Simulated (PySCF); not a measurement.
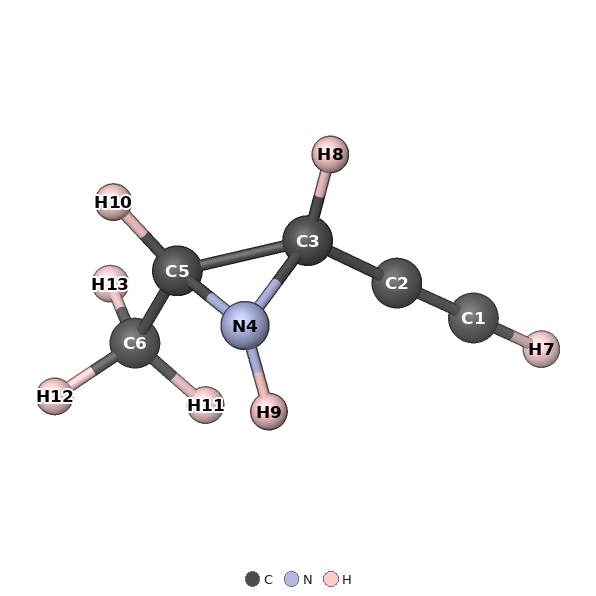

The geometry was computed by an optimisation with PBE0-D3(BJ)/def2-SVP. No frequency run is at hand to confirm it as a minimum. Electric field gradients from the ground-state density, PBE0/def2-SVP (PySCF 2.14.0), non-relativistic apart from any core potentials.

Give the largest field-gradient component, the quadrupole coupling constant and the asymmetry for 14N at N4 (Q = 20.44 mb), 2H at H7 (Q = 2.86 mb), 2H at H8 (Q = 2.86 mb).

| atom | V_zz (a.u.) | e²qQ/h (MHz) | η |
| --- | --- | --- | --- |
| N4 | −0.831 | −3.99 | 0.64 |
| H7 | 0.353 | 0.237 | 0.01 |
| H8 | 0.302 | 0.203 | 0.07 |
